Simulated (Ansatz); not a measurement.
# CH6AlN: rigid scan of one bond length, by script

How does the energy of CH6AlN change as one bond is stretched? Wanted for CH6AlN: a rigid scan of one bond length. SMILES: [CH3][AlH][NH2].

All numbers are computed with Ansatz 0.2.0, driven from Python. Level of theory: MP2/def2-SVP.

### Step 1. Starting point

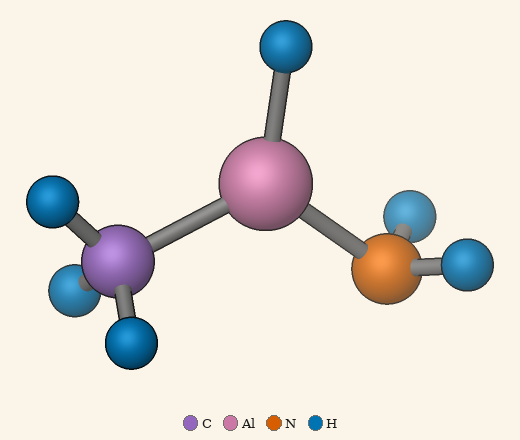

The starting structure, viewed from a chosen angle; carbon purple, aluminium pink, nitrogen orange, hydrogen blue.

The script holds or builds the structure itself.

### Step 2. The script

scan_ch6aln.py

```python
"""Potential curve of CH6AlN along one bond."""

import ansatz as az
from ase import Atoms
import matplotlib.pyplot as plt
import numpy as np

BASIS_SET = "def2-SVP"
METHOD = "MP2"

atoms = Atoms(["C", "Al", "N", "H", "H", "H", "H", "H", "H"], positions=[
    (-0.8094, 0.8366, -0.9814),
    (0.5775, -0.1481, -0.0785),
    (0.1765, -1.0526, 1.5471),
    (-1.6197, 0.2089, -1.2517),
    (-0.4524, 1.3284, -1.9392),
    (-1.2264, 1.6976, -0.3204),
    (2.0717, -0.207, -0.7083),
    (0.486, -2.0425, 1.4028),
    (0.8848, -0.6676, 2.3125),
])
molecule = az.Crystal.molecule_from_ase(atoms)

symbols = [site.symbol for site in molecule.cartesian_sites]
start = np.array([site.position_ang for site in molecule.cartesian_sites])
axis = (start[7] - start[2]) / np.linalg.norm(start[7] - start[2])
moving = [7]
lengths, energies = [0.921, 0.963, 1.005, 1.047, 1.089, 1.131, 1.173, 1.236], []
for length in lengths:
    xyz = start.copy()
    xyz[moving] += (length - np.linalg.norm(start[7] - start[2])) * axis
    point = az.Crystal.molecule()
    for symbol, place in zip(symbols, xyz):
        point = point.atom(symbol, place.tolist())
    calculation = point.calculation().basis(gaussian=BASIS_SET).correlation(METHOD)
    summary = calculation.run().report
    energies.append(summary["free_energy_ev"])
    print(f"r = {length:6.3f} A  E = {energies[-1]:.5f} eV  <S^2> = {abs(summary['mean_field']['state']['spin_squared']):.3f}")

# quartic fit about the minimum
fit = np.polynomial.Polynomial.fit(lengths, np.array(energies) - min(energies), 4).convert()
roots = [r.real for r in fit.deriv().roots() if abs(r.imag) < 1e-9 and fit.deriv(2)(r.real) > 0]
r_e = min(roots, key=lambda r: abs(r - lengths[int(np.argmin(energies))]))
print(f"minimum of the fit at {r_e:.4f} A, force constant {fit.deriv(2)(r_e):.2f} eV/A^2")
plt.figure(figsize=(4.5, 3))
plt.plot(lengths, np.array(energies) - min(energies), "o-")
plt.xlabel("bond length (A)")
plt.ylabel("E - E(min) (eV)")
plt.tight_layout()
plt.savefig("scan.png", dpi=100)
```

### Step 3. The input behind the calls

The package turns the script's settings into the engine's input (first run):

```yaml
crystal:
  periodic: [false, false, false]
  atoms:
    - { symbol: C, position_ang: [-0.8094, 0.8366, -0.9814] }
    - { symbol: Al, position_ang: [0.5775, -0.1481, -0.0785] }
    - { symbol: "N", position_ang: [0.1765, -1.0526, 1.5471] }
    - { symbol: H, position_ang: [-1.6197, 0.2089, -1.2517] }
    - { symbol: H, position_ang: [-0.4524, 1.3284, -1.9392] }
    - { symbol: H, position_ang: [-1.2264, 1.6976, -0.3204] }
    - { symbol: H, position_ang: [2.0717, -0.207, -0.7083] }
    - { symbol: H, position_ang: [0.44871562169093393, -1.9232502226554298, 1.4201833143457132] }
    - { symbol: H, position_ang: [0.8848, -0.6676, 2.3125] }
basis:
  gaussian:
    orbitals: def2-SVP
correlation:
  method: mp2
```

### Step 4. The run

Started as:

```console
$ python scan_ch6aln.py
```

**Question.** What results will this script give? Wanted: range of energy; lowest point, distance.

The runs gave:

| quantity | value |
| --- | --- |
| bond length at the fit's minimum | 1.0258 Å |
| runs compared | 8 |
| range of energy | 0.628 eV |
| lowest point, distance (Å) | 1.05 |

The lowest point, at 1.05, lies inside the range. The ends stand 0.292 and 0.628 eV above it. The distance scanned is the script's pair 2, 7. What to keep in mind:
- The rest of the molecule is held rigid at a force-field or estimated start geometry, and the basis set is modest; single-reference methods fail as a bond breaks.
- The orbitals are restricted, so S² is zero by construction.
- S² is that of the Hartree-Fock reference.
